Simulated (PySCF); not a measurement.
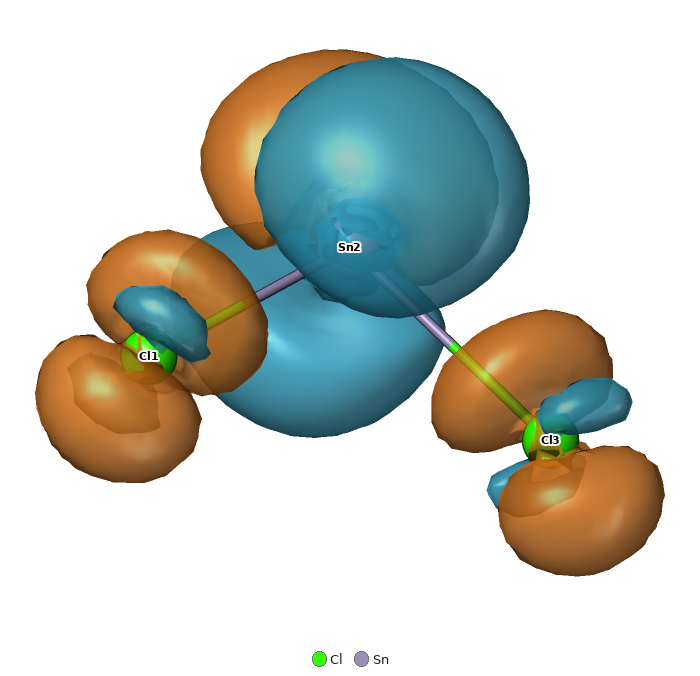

Figure 1: Cl2Sn, SMILES `Cl[Sn]Cl`. Unrelaxed difference density of T₁ less the ground state (TDA triplet states), ±0.02 e/Å³; light blue: gain, orange: loss.

Computed with PySCF, CAM-B3LYP/def2-SVPD, geometry: GFN2-xTB. Core potentials replace the inner electrons of Sn; spin–orbit coupling isn't included. No frequency check shows the geometry to be a minimum. GFN2-xTB bond lengths at metals and heavier atoms can be off by up to 0.1 Å and shapes distorted, which carries into these values.

Geometry (Å), atoms numbered from 1:

```
Cl1      1.8145    0.9146    0.0000
Sn2      0.0000   -0.6219    0.0000
Cl3     -1.8146    0.9145    0.0000
```

**How does the charge move on excitation?**

0.61 e is displaced in all, of which about 0.3 e passes between atoms: Cl1 and Cl3 (0.13 e each) lose electrons and Sn2 (0.26 e) gains them. The state: 2.87 eV (432 nm), spin-forbidden from the singlet ground state; the leading pair carries 100 %; hole on Sn2 (58 %) and Cl1 and Cl3 (21 % each), electron on Sn2 (84 %) and Cl1 and Cl3 (8 % each); their centroids lie 0.2 Å apart.

Run time: 73 s on 1 thread of Arm Neoverse V1, on a shared host, peak memory 0.45 GiB.
